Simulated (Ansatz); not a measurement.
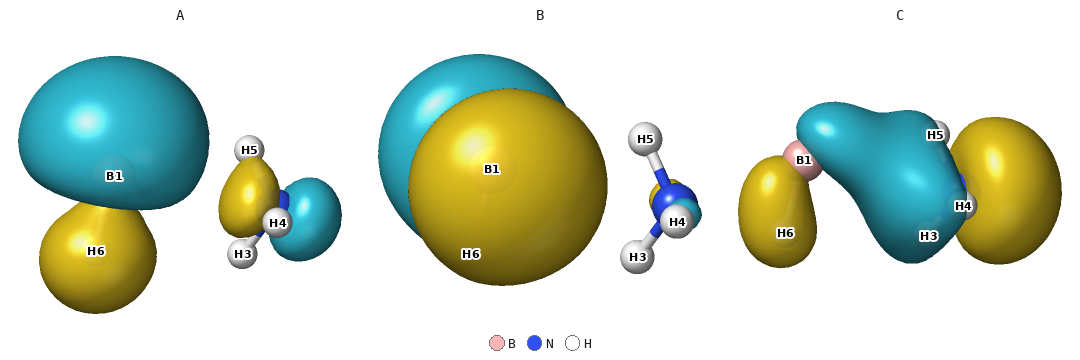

BH···NH3. Three frontier orbitals at ±0.1 Å⁻³ᐟ² (yellow and cyan are the two phases), in no order.

Not at a stationary point (largest force 0.8 eV/Å).

The calculation used RKS B3LYP-D4/def2-SVP (Ansatz).

The calculation's input:

```
crystal:
  periodic: [false, false, false]
  atoms:
    - { symbol: B, position_ang: [0.0, 0.0, 0.0] }
    - { symbol: "N", position_ang: [1.0346, 0.0, 1.4114] }
    - { symbol: H, position_ang: [0.1576, -0.2713, 1.9414] }
    - { symbol: H, position_ang: [1.9116, 0.2713, 1.9414] }
    - { symbol: H, position_ang: [1.3899, 0.0, -0.0116] }
    - { symbol: H, position_ang: [-1.0305, 0.0, -0.595] }
basis:
  gaussian: { orbitals: def2-SVP }
hamiltonian:
  xc: b3lyp
  dispersion: d4
relax:
  f_tol: 0.15
  max_steps: 25
  restrain:
    - { distance: [1, 4], at: 1.06, k: 30.0 }
    - { distance: [0, 1], at: 2.75, k: 30.0 }
    - { distance: [0, 4], at: 2.39, k: 30.0 }
output:
  orbitals: {}
```

Run with:

```sh
ansatz run input.yaml --threads 1 --pin off --max-ram 2048MiB --backend cpu --events-out ev --progress --plain --runs-dir out
```

The fields are those of the run's last geometry, not of the input's.

**Order the three orbitals by energy and name them.**

C is the HOMO−1 (−7.80 eV). Its weight (Hirshfeld) is mainly on N2 (about 70 %) and B1 (about 10 %); largely a lone pair of N2. A is the HOMO (−6.02 eV). Its weight (Hirshfeld) is mainly on B1 (about 80 %), H6 (about 10 %) and N2 (about 5 %). B is the LUMO (−2.33 eV). Its weight (Hirshfeld) is mainly on B1 (about 90 %) and H6 (about 10 %).

**What is the HOMO–LUMO gap?**

3.69 eV between the orbital energies.
